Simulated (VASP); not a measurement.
Band structure of Si (diamond). Calculation: PBE GGA with D3 dispersion (Becke-Johnson damping), VASP's PBE PAW potentials (set 64) (plane waves; VASP).

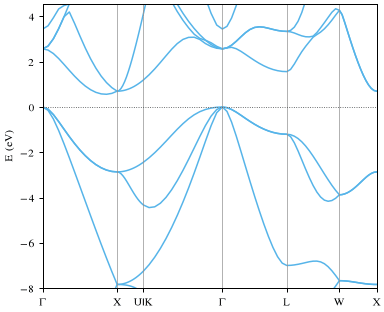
Figure. Bands along high-symmetry lines, zero at the valence-band maximum or, without a gap, the Fermi level

Read the plot: is there a gap, and where are the band edges?

The gap is indirect, 0.56 eV, from the valence maximum at Γ to the conduction minimum at Γ-X at 0.86. (Edges off the drawn lines would not show.)

Measured: gap 1.23 eV (computed value off by -0.67 eV), as given by Wei Chen et al., Physical Review Materials (2018), doi:10.1103/physrevmaterials.2.073803 [zero-point renormalisation of 0.06 eV added back (the table's ZPR column)].

The compound is Si in the diamond structure. It was relaxed first.
